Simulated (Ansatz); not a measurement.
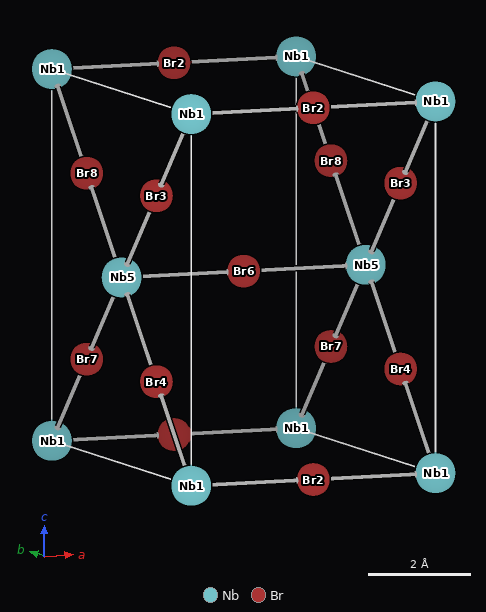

The starting point is a crystal of NbBr3 (built on the ReO3 type). The picture is a ball-and-stick view of the reduced cell, seen slightly off an axis. Lengths and directions refer to the drawn axes.

The calculation used Ansatz, DFT PBE, scalar-relativistic, plane waves, PAW. Settings: plane-wave cutoff 420 eV; k-point mesh 6 × 6 × 3; occupations gaussian; smearing width 0.05 eV; collinear spin.

Change: The cell is strained by +1.0 % along [0 1 1] and none across it (volume +1.0 %), the atoms keeping their fractional coordinates. No relaxation follows.

Question: Predict the response.

Answer: The energy changes by less than 1 meV per atom. Pressure: 0.0 GPa before, −0.4 GPa after. The principal stresses (compression positive) are −0.1 GPa along [0 1 −1], −0.2 GPa along a, −0.8 GPa along [0 1 1]. All forces vanish by symmetry. The absolute magnetisation per cell goes from 3.28 to 3.34 μB (net moment 0.00 and 0.00 μB). Among the bonded contacts that change: Br–Nb 2.619 → 2.619 to 2.645 Å. The space group (tolerance 0.01 Å) goes from P4/mmm (No. 123) to Pmmm (No. 47).
